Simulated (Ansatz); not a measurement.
The figure comes from a scan of ZnCu (CsCl type): a phonon pattern at R = (0.5, 0.5, 0.5) is frozen into a 4-atom cell, Q being the largest atomic displacement. These are PBE (plane waves to 420 eV, PAW, scalar-relativistic; Ansatz, a program for electronic structure) values and carry that method's errors. k mesh 16×16×16 (Γ-centred), Fermi-Dirac smearing 0.05 eV. E stands for the smeared free energy. With partly filled bands, energies and forces of such displacements shift with the k mesh and the smearing. ZnCu is run without spin polarisation. ZnCu was relaxed with its symmetry unable to fall. ΔE is measured from the undisplaced structure.

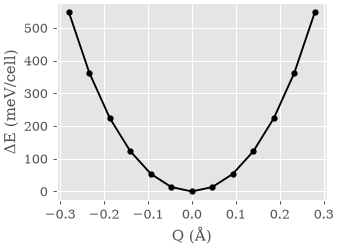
*ΔE (meV/cell) against Q (Å); markers are the computed points, lines only join them.*

Problem. Read the plotted values off the figure, to the accuracy that the plot allows.

Solution. To the nearest 10:

| Q (Å) | ΔE (meV/cell) |
|---|---|
| -0.280 | 550 |
| -0.233 | 360 |
| -0.187 | 220 |
| -0.140 | 120 |
| -0.093 | 50 |
| -0.047 | 10 |
| 0.000 | 0 |
| 0.047 | 10 |
| 0.093 | 50 |
| 0.140 | 120 |
| 0.187 | 220 |
| 0.233 | 360 |
| 0.280 | 550 |

(A displaced cell: forces are minus the slopes of the energy, force constants its curvatures, and phonons follow from these.)
